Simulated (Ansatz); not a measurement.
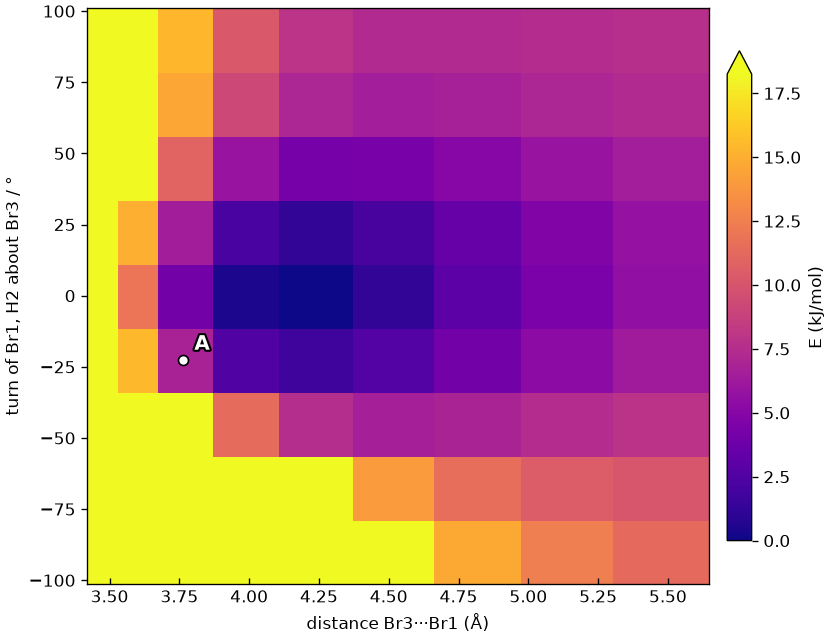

The pair BrH···BrH. The turn is about an axis along (−0.89, 0.36, −0.28) in the frame of the relaxed pair, normal to the line between the partners. The first coordinate is: distance Br3···Br1; the second: turn of Br1, H2 about Br3. Grid: 9 × 9 points. Points are written as (first, second). Energies are in kJ/mol, from the lowest grid point. Energies and slopes of some neighbouring points disagree (a jump in structure or state, or too coarse a mesh). Method: RKS BHLYP-D4/def2-TZVPD (Ansatz).

In the figure: one coloured cell a grid point, one colour for all values above the top of the scale, the point A.

Question: Is A at rest? If not, where is it pushed?

Answer: A, at (3.762 Å, −22.5°), is not a stationary point. The computed force is 32 kJ/mol for each Å towards larger values of distance Br3···Br1 and 0.3 kJ/mol for each degree towards larger values of turn of Br1, H2 about Br3.
